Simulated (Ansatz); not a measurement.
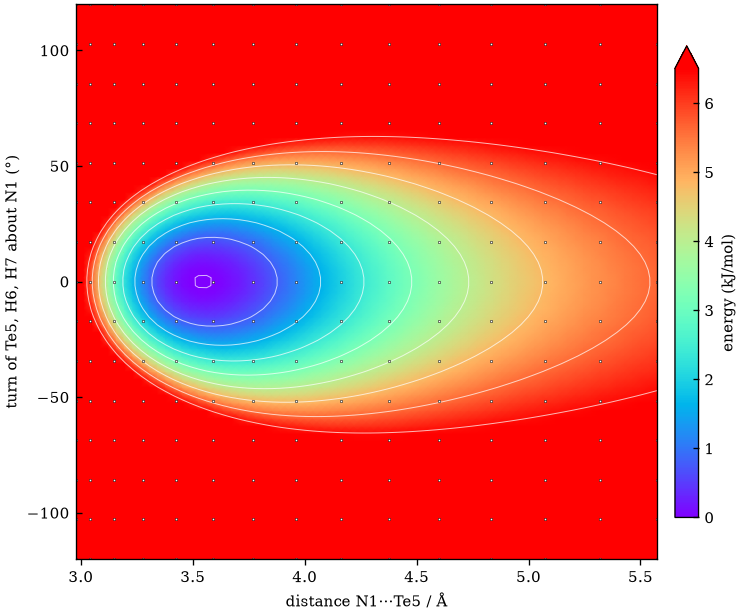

The pair H₃N···H₂Te. The turn is about an axis along (−0.78, −0.62, −0.09) in the frame of the relaxed pair, normal to the line between the partners. First axis: distance N1···Te5. Second axis: turn of Te5, H6, H7 about N1. The scan uses a 15 × 15 grid. Points are written as (first, second). Energies: kJ/mol, counted from the lowest grid point. Level of theory: RHF/def2-TZVPD (Ansatz 0.2.0).

In the figure: a smooth colour map with a few white contour lines, dots at the grid points, one colour for all values above the top of the scale. Between grid points the surface is interpolated.

Q: Where is the minimum, and how stiff is the well along each coordinate?

A: The interpolated minimum is at distance N1···Te5 ≈ 3.544 Å, turn of Te5, H6, H7 about N1 ≈ 0.0°. The curvatures there are about 0.24 eV/Å² and 0.16 eV/rad², with a cross term of about 0 eV/(Å·rad). Round the minimum the two coordinates are nearly uncoupled. (1 eV is 96.5 kJ/mol.)
